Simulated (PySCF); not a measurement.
Molecule: SMILES N#Cc1ccc([SeH])s1 (C5H3NSSe). Atoms near the plane z = 0.6 Å, at the GFN2-xTB optimised geometry (x, y, z in Å): N1 (-2.3, -3.3, 0.0), C2 (-1.6, -2.3, 0.0), C3 (-0.7, -1.2, 0.0), C4 (0.7, -1.2, 0.0), C5 (1.2, 0.1, 0.0), C6 (0.2, 1.0, 0.0), Se7 (0.6, 2.9, 0.0), S8 (-1.4, 0.4, 0.0), H9 (1.2, -2.1, 0.0), H10 (2.3, 0.3, 0.0), H11 (-0.8, 3.3, 0.0).

Computed with PySCF with PBE/def2-TZVP. The values are rescaled to run from 0 to 1.

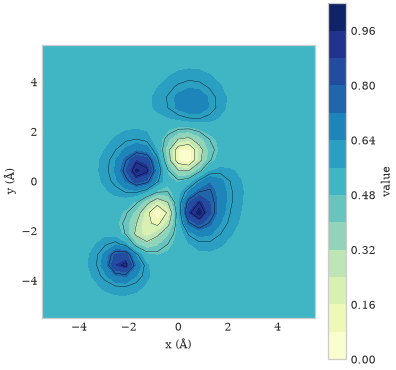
Figure. a field on the plane z = 0.6 Å.

Problem. Which quantity is mapped?
A. electrostatic potential
B. Laplacian of the electron density
C. electron localisation function
D. an orbital amplitude

Solution. D, an orbital amplitude. In full: LUMO amplitude (bohr^(-3/2)).
